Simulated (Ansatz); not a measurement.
**C₂₀H₁₂ (SMILES c1cc2cccc3c4cccc5cccc(c(c1)c23)c54) (charge −1, doublet): density, localisation and related maps**

The calculation's input:

```
crystal:
  periodic: [false, false, false]
  atoms:
    - {symbol: C, position_ang: [2.752248, -2.587420, -0.201386]}
    - {symbol: C, position_ang: [3.515518, -1.417276, -0.229790]}
    - {symbol: C, position_ang: [2.881761, -0.142562, -0.173571]}
    - {symbol: C, position_ang: [3.639953, 1.063292, -0.201237]}
    - {symbol: C, position_ang: [2.997569, 2.302976, -0.145093]}
    - {symbol: C, position_ang: [1.602159, 2.382920, -0.060761]}
    - {symbol: C, position_ang: [0.789461, 1.216220, -0.029190]}
    - {symbol: C, position_ang: [-0.663790, 1.288108, 0.058739]}
    - {symbol: C, position_ang: [-1.355668, 2.529231, 0.118579]}
    - {symbol: C, position_ang: [-2.752171, 2.587402, 0.202655]}
    - {symbol: C, position_ang: [-3.515483, 1.417269, 0.230369]}
    - {symbol: C, position_ang: [-2.881760, 0.142563, 0.173581]}
    - {symbol: C, position_ang: [-3.639991, -1.063281, 0.200603]}
    - {symbol: C, position_ang: [-2.997649, -2.302955, 0.143752]}
    - {symbol: C, position_ang: [-1.602223, -2.382902, 0.059668]}
    - {symbol: C, position_ang: [-0.789476, -1.216215, 0.028922]}
    - {symbol: C, position_ang: [0.663811, -1.288112, -0.058396]}
    - {symbol: C, position_ang: [1.355738, -2.529247, -0.117425]}
    - {symbol: C, position_ang: [1.434610, -0.070971, -0.086378]}
    - {symbol: C, position_ang: [-1.434605, 0.070971, 0.086458]}
    - {symbol: H, position_ang: [3.251236, -3.570257, -0.245273]}
    - {symbol: H, position_ang: [4.614841, -1.459124, -0.295746]}
    - {symbol: H, position_ang: [4.738015, 0.996433, -0.267583]}
    - {symbol: H, position_ang: [3.592440, 3.231699, -0.167114]}
    - {symbol: H, position_ang: [1.131718, 3.374560, -0.018590]}
    - {symbol: H, position_ang: [-0.788290, 3.469521, 0.099050]}
    - {symbol: H, position_ang: [-3.251116, 3.570229, 0.247280]}
    - {symbol: H, position_ang: [-4.614804, 1.459116, 0.296346]}
    - {symbol: H, position_ang: [-4.738054, -0.996422, 0.266922]}
    - {symbol: H, position_ang: [-3.592563, -3.231668, 0.165041]}
    - {symbol: H, position_ang: [-1.131828, -3.374531, 0.016732]}
    - {symbol: H, position_ang: [0.788404, -3.469548, -0.097151]}
basis:
  gaussian: {orbitals: def2-TZVP, fitting: {mean_field: def2-universal-jkfit}, initial_orbitals: start.molden}
total_charge: -1
magnetization: {spin_polarized: true, initial_magnetization: 1}
hamiltonian: {xc: pbe0, dispersion: d4}
scf: {omitted_lower_state_checks: [starts]}
output: {orbitals: {seedname: orbitals}}
```

Launched as:

```sh
ansatz run in.yaml --threads 8 --pin off --events-out ev --progress --plain --max-ram 19148MiB
```

Geometry: PBE-D4/def2-SVP; the highest occupied orbital lies above zero, a sign that basis and functional describe the outermost electron poorly.

Theory: Ansatz, UKS PBE0-D4/def2-TZVP.

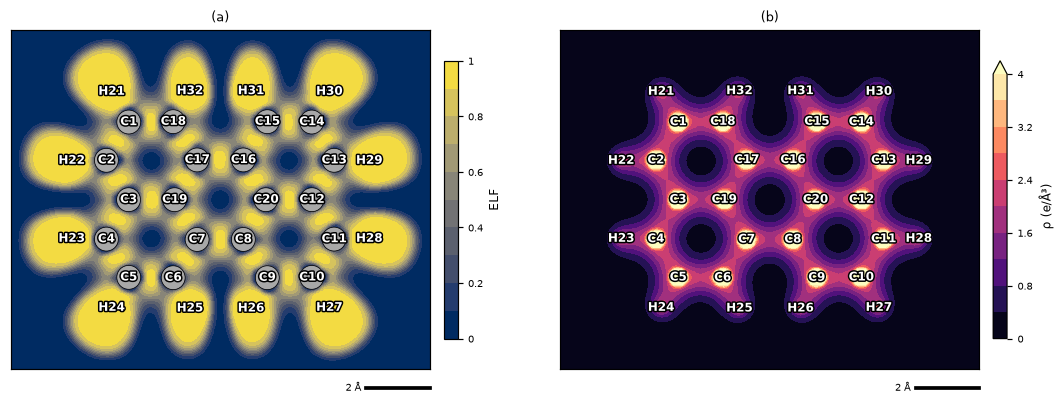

Figure 1. (a) ELF; (b) total electron density on the molecular plane. Grey discs cover the atomic cores in the ELF map.

What do the fields say about this system?

The section cuts through C and H sites. C–C (1.40 Å): ρ is about 2.1 e/Å³ halfway; the ELF peaks at about 0.95 between the atoms; a covalent bond. C–H (1.10 Å): ρ is about 2 e/Å³ halfway; the ELF climbs to about 1 towards the hydrogen, as it does in any bond to H (a covalent bond by its length). C–C (1.44 Å): ρ is about 2 e/Å³ halfway; the ELF peaks at about 0.95 between the atoms: localised, covalent bonding.

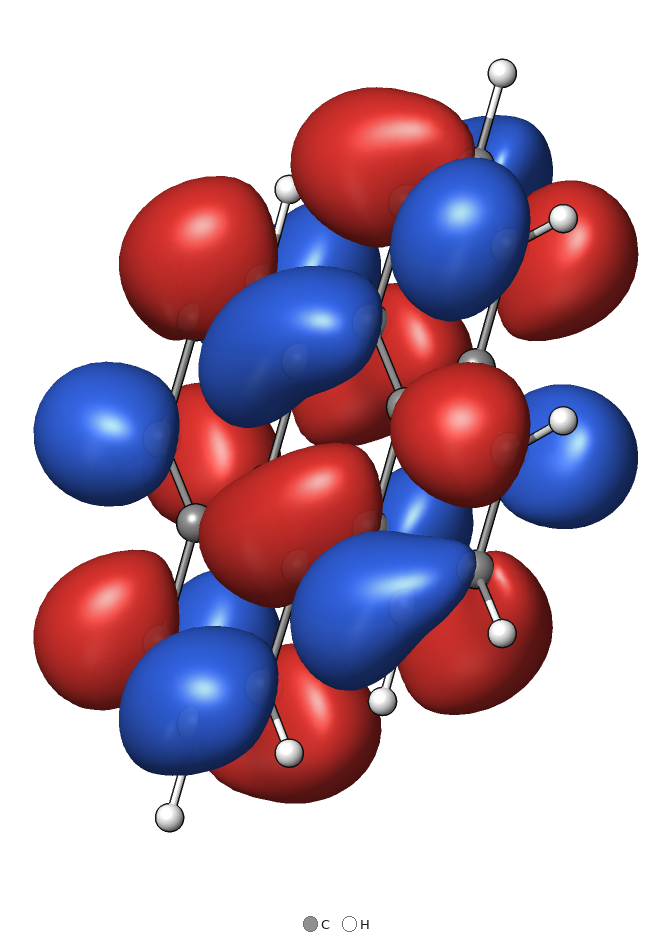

Figure 2. The HOMO (α) at ±0.06 Å⁻³ᐟ² (red and blue are the two phases), seen at an oblique angle.

Where does this orbital lie, and at what energy?

Its weight (Hirshfeld) is mainly on C2 (about 5 %), C4 (about 5 %), C13 (about 5 %), C11 (about 5 %), C9 (about 5 %), C15 (about 5 %), C6 (about 5 %) and C18 (about 5 %); it changes sign across the molecular plane (π type); it is gerade (even under inversion). Its energy is 0.13 eV.
